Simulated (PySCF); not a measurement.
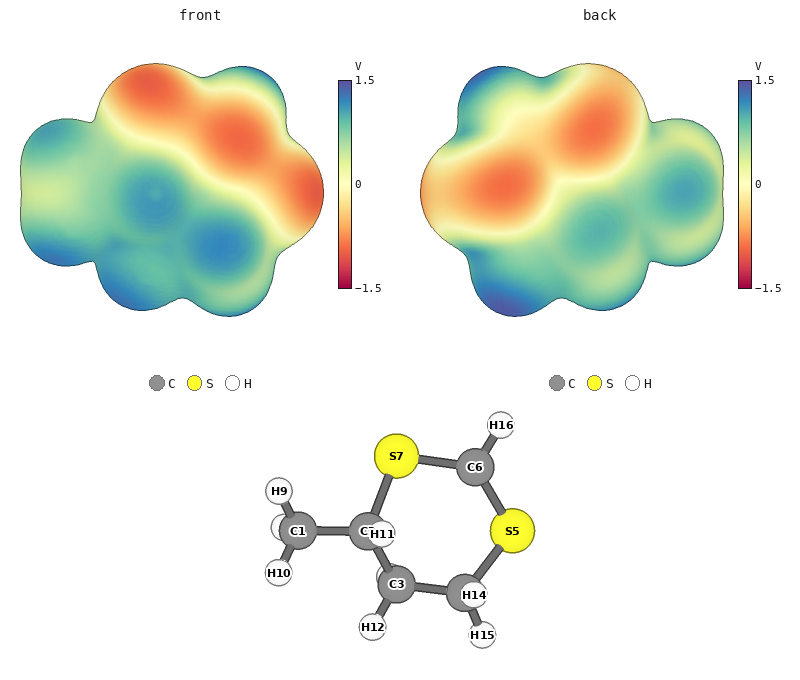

The picture shows: C5H9S2 (SMILES C[C@H]1CCS[CH]S1) (doublet). The molecular electrostatic potential painted on the density surface at 0.004 e/bohr³, seen from the front and from behind; red is negative and blue positive. The bare structure is drawn below in the same view.

Geometry: GFN2-xTB.

Method: PySCF 2.14.0, density-fitted response routines, UKS B3LYP, pcH-1 on C H S, non-relativistic, mean-field spin-orbit, GIAO.

```xyz
16

C     2.1748    0.0639   -0.0770
C     0.7211    0.1753   -0.5039
C    -0.1447   -0.9029    0.1351
C    -1.5445   -0.9636   -0.4527
S    -2.5728    0.4773    0.0159
C    -1.5309    1.7674   -0.4689
S     0.1344    1.8635   -0.0279
H     2.2546    0.1254    1.0062
H     2.7597    0.8715   -0.5110
H     2.5911   -0.8864   -0.4057
H     0.6393    0.1276   -1.5939
H     0.3377   -1.8717   -0.0272
H    -0.2040   -0.7334    1.2131
H    -1.5148   -1.0032   -1.5424
H    -2.0882   -1.8287   -0.0758
H    -2.0203    2.7268   -0.4372
```

### Where is the surface potential most negative and most positive?

The most negative region (about −1.0 V) lies over S5, C6 and S7, the most positive (about +1.4 V) over H15 and H16.
